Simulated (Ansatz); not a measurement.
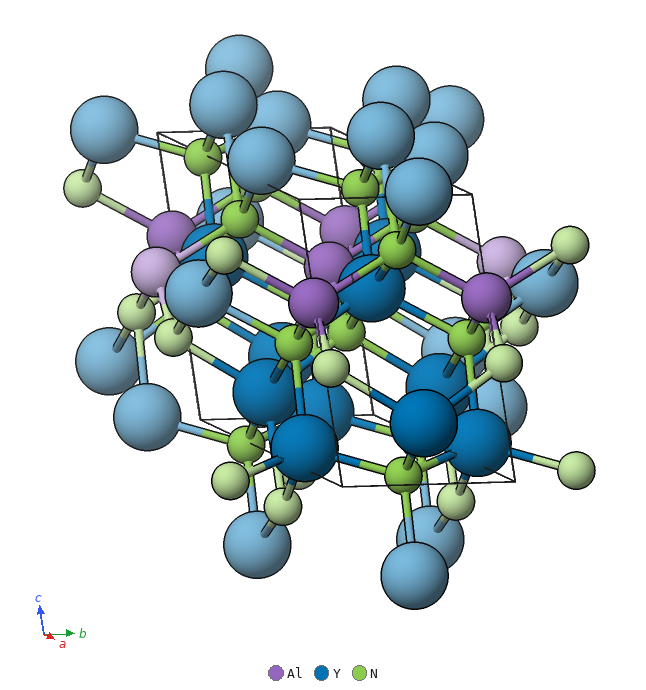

Ball-and-stick drawing of the structure, looking slightly off an axis. The frame is the conventional unit cell; atoms at its boundary are shown with their periodic copies. Bonded atoms from the next cells complete the picture, in fainter colours.

Y3AlN4, space group Cm (No. 8), a = 12.102 Å, b = 3.715 Å, c = 6.704 Å, α = 90.00°, β = 123.35°, γ = 90.00°. The cell started as a structure type filled with these elements by a generator (whether the compound takes this form wasn't checked). Earlier steps of the study may have refined or changed the cell and positions. It was run through Ansatz as a DFT input.

This one geometry was computed with Ansatz (DFT, plane waves, PAW) at five levels of theory: PBE with spin-orbit coupling, PBE0, PBE, r2SCAN and HSE06. It was relaxed beforehand with r2SCAN.

> Which level gives the highest pressure at this volume, and what does that say about its equilibrium volume?

Highest: PBE with spin-orbit coupling (1.4 GPa) and PBE (1.4 GPa), which points to the largest equilibrium volume. Lowest, with the smallest volume: PBE0 (-1.1 GPa) and HSE06 (-1.1 GPa). Levels within 0.5 GPa of each other can't be told apart.

> How does the band gap change with the level of theory?

PBE with spin-orbit coupling: a gap of 1.81 eV, indirect; PBE: a gap of 1.81 eV, indirect; r2SCAN: a gap of 2.21 eV, indirect; HSE06: a gap of 2.82 eV, direct; PBE0: a gap of 3.50 eV, direct.

> Collect the results in a table.

| level | cutoff (eV) | k-mesh of the run's cell | gap (eV) | pressure (GPa) |
| --- | --- | --- | --- | --- |
| PBE with spin-orbit coupling | 420 | 8×8×6 | 1.81 | 1.4 |
| PBE0 | 420 | 4×4×4 | 3.50 | -1.1 |
| PBE | 420 | 8×8×6 | 1.81 | 1.4 |
| r2SCAN | 500 | 8×8×6 | 2.21 | 0.0 |
| HSE06 | 420 | 4×4×4 | 2.82 | -1.1 |

Gaps are taken on the k-mesh or band path of each run.
